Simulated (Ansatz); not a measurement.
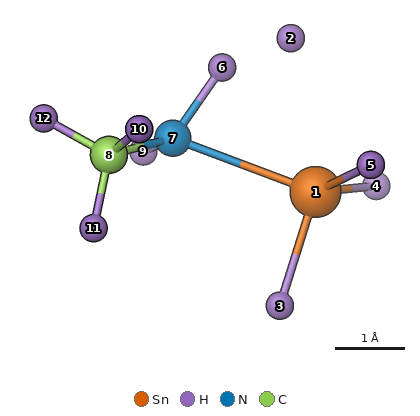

*The structure (ball-and-stick view, seen at a tilt; atoms are numbered from 1 in the order of the input). Sticks mark near contacts.*

Phonon calculation of CH9NSn

The run: phonon calculation of CH9NSn. Method and program: RKS B3LYP-D4/def2-SVP (Ansatz 0.2.0).

It belongs to a series of runs on one base structure; here: vibrations at the highest image of the band. Figures and captions count atoms from 1; the log counts them from 0 in places.

The program's output
```
Engine: ansatz 0.2.0, aarch64-unknown-linux-gnu
Functional definition: B3LYP
  parameter a0 = 0.2
  parameter ax = 0.72
  parameter ac = 0.81
  exchange = (1 - a0 - ax)*slater_x + ax*b88_x + a0*exact_x
  correlation = (1 - ac)*vwn_rpa_c + ac*lyp_c
1190 factors; integrals over basis functions are off by at most 3.3e-4 eV
mean field evaluation 1: about -8496.3280 eV, gradient 5.1e1 eV
mean field evaluation 2: about -8482.8791 eV, gradient 8.8e1 eV
mean field evaluation 4: about -8502.2557 eV, gradient 4.6e0 eV
mean field evaluation 8: about -8502.3248 eV, gradient 3.1e-2 eV
mean field -8502.32480373 eV, -312.4546734545 hartree, gradient 6.6e-5 eV, S^2 0.000000; 0 other end points of the search recorded, 0 dependent functions left out
the calculation of the forces begins
reference -8502.32508509 eV, -312.4546837940 hartree; 22, 22 occupied and 77, 77 virtual orbitals, 1190 factors
these checks for a lower state are left out or cut short: stability, starts, cluster_reference, orbital_swaps, neighbouring_geometries, increment
1190 factors; integrals over basis functions are off by at most 3.3e-4 eV
mean field evaluation 16: about -8502.3247 eV, gradient 1.8e-1 eV
mean field -8502.32471037 eV, -312.4546700234 hartree, gradient 2.0e-6 eV, S^2 0.000000; 0 other end points of the search recorded, 0 dependent functions left out
[... from here on the field's lines of each further geometry are left out, up to the last ...]
the calculation of the forces begins
reference -8502.32504472 eV, -312.4546823104 hartree; 22, 22 occupied and 77, 77 virtual orbitals, 1190 factors
these checks for a lower state are left out or cut short: stability, starts, cluster_reference, orbital_swaps, neighbouring_geometries, increment
1190 factors; integrals over basis functions are off by at most 3.3e-4 eV
mean field -8502.32475410 eV, -312.4546716306 hartree, gradient 2.4e-6 eV, S^2 0.000000; 0 other end points of the search recorded, 0 dependent functions left out
the calculation of the forces begins
reference -8502.32503545 eV, -312.4546819700 hartree; 22, 22 occupied and 77, 77 virtual orbitals, 1190 factors
WARN: phonons: modes at or below zero, which the zero-point energy, F, S and C_V leave out: 1, the lowest at -1455.25 cm⁻¹. A minimum has none, and a first-order saddle one
Total energy: -8502.69113346 eV, -312.4681358236 hartree
Atom 0 at    -1.470697     0.553756    -0.367602 Å, force     0.007966     0.001262    -0.022163 eV/Å
Atom 1 at    -0.213010     1.839093     1.040377 Å, force    -0.026355    -0.021694     0.015491 eV/Å
Atom 2 at    -1.833458    -0.917922    -1.241334 Å, force    -0.000043     0.006900     0.001957 eV/Å
Atom 3 at    -2.800266     0.833452     0.677834 Å, force     0.006451     0.009696     0.008655 eV/Å
Atom 4 at    -1.111361     1.740488    -1.549136 Å, force    -0.003997    -0.006118    -0.003893 eV/Å
Atom 5 at     0.308123     0.880257     1.019111 Å, force     0.038180     0.016759    -0.038392 eV/Å
Atom 6 at     0.343487    -0.309101     0.600789 Å, force    -0.026202    -0.009553     0.043811 eV/Å
Atom 7 at     1.444666    -0.821275    -0.214465 Å, force    -0.000300     0.017704    -0.002519 eV/Å
Atom 8 at     0.092371    -0.963468     1.349346 Å, force     0.006171    -0.018429    -0.009252 eV/Å
Atom 9 at     1.789606    -0.024659    -0.893937 Å, force     0.003247    -0.003325    -0.001783 eV/Å
Atom 10 at     1.149075    -1.687572    -0.831707 Å, force    -0.004993     0.005487     0.006005 eV/Å
Atom 11 at     2.301463    -1.123049     0.410626 Å, force    -0.000125     0.001311     0.002083 eV/Å
Dipole moment:     0.194917    -0.515423    -0.057691 e Å
Vibrations: -1455.25 108.83 186.99 190.16 206.20 418.34 531.40 574.38 630.50 653.97 748.44 764.09 808.85 1025.13 1053.59 1137.17 1314.70 1435.86 1464.44 1481.79 1489.11 1559.19 1673.80 1799.18 1895.13 1924.14 3011.42 3086.68 3103.51 3465.59 cm⁻¹, zero-point energy 2.339740 eV
```

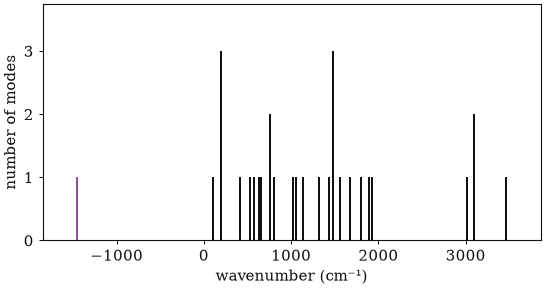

*Harmonic vibrational wavenumbers from the force constants; neighbouring modes closer than 22 cm⁻¹ are counted in one stick, and imaginary ones are drawn at negative wavenumbers.*

30 modes from 1455i to 3466 cm⁻¹, 1 imaginary beyond 8i (1455i cm⁻¹): a first-order saddle point, if the geometry is stationary.

The run was set up as follows.

Input
```yaml
crystal:
  periodic: [false, false, false]
  atoms:
    - { symbol: Sn, position_ang: [-1.470697, 0.553756, -0.367602] }
    - { symbol: H, position_ang: [-0.21301, 1.839093, 1.040377] }
    - { symbol: H, position_ang: [-1.833458, -0.917922, -1.241334] }
    - { symbol: H, position_ang: [-2.800266, 0.833452, 0.677834] }
    - { symbol: H, position_ang: [-1.111361, 1.740488, -1.549136] }
    - { symbol: H, position_ang: [0.308123, 0.880257, 1.019111] }
    - { symbol: "N", position_ang: [0.343487, -0.309101, 0.600789] }
    - { symbol: C, position_ang: [1.444666, -0.821275, -0.214465] }
    - { symbol: H, position_ang: [0.092371, -0.963468, 1.349346] }
    - { symbol: H, position_ang: [1.789606, -0.024659, -0.893937] }
    - { symbol: H, position_ang: [1.149075, -1.687572, -0.831707] }
    - { symbol: H, position_ang: [2.301463, -1.123049, 0.410626] }
basis:
  gaussian: { orbitals: def2-SVP }
hamiltonian:
  xc: b3lyp
  dispersion: d4
phonons: {}
```

Command:
```bash
ansatz run input.yaml --threads 2 --pin off --max-ram 3072MiB --backend cpu --events-out ev --progress --plain --runs-dir out
```

Summary

| quantity | value |
| --- | --- |
| outcome | converged |
| total energy | −8502.6911 eV |
| mean-field energy | −8502.3251 eV |
| largest force (length of the vector) | 0.057 eV/Å |
| hardware | 2 threads of Arm Neoverse V1, 24 GiB of memory available, shared host |
| wall time | 2.4 min (CPU time 4.6 min) |
| peak memory | 0.22 GiB |
